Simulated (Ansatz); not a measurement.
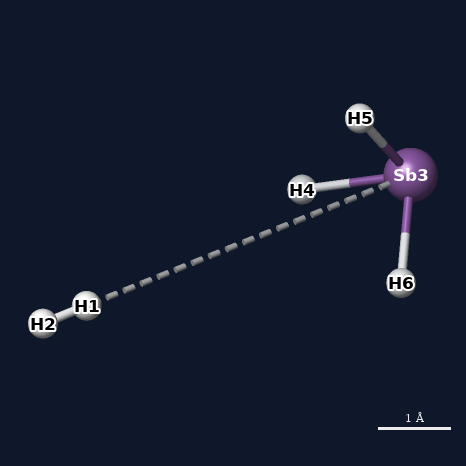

Two molecules or ions; the broken line marks their closest contact (measured against van der Waals radii). Geometry: a pair of rigid molecules at a changed separation. Program: Ansatz 0.2.0.

Which two species are they?

Answer. H2 and SbH3 (`[H][H].[SbH3]`).

How long is the contact?

Answer. H1···Sb3 is 5.54 Å.

Give the counterpoise-corrected interaction energy (kcal/mol, monomers kept as in the pair) with RHF-CCSD(T) (frozen core)/def2-TZVPPD; ωB97M-V/def2-TZVPPD.

| level | interaction energy (kcal/mol) |
| --- | --- |
| RHF-CCSD(T) (frozen core)/def2-TZVPPD | −0.1 |
| ωB97M-V/def2-TZVPPD | −0.1 |
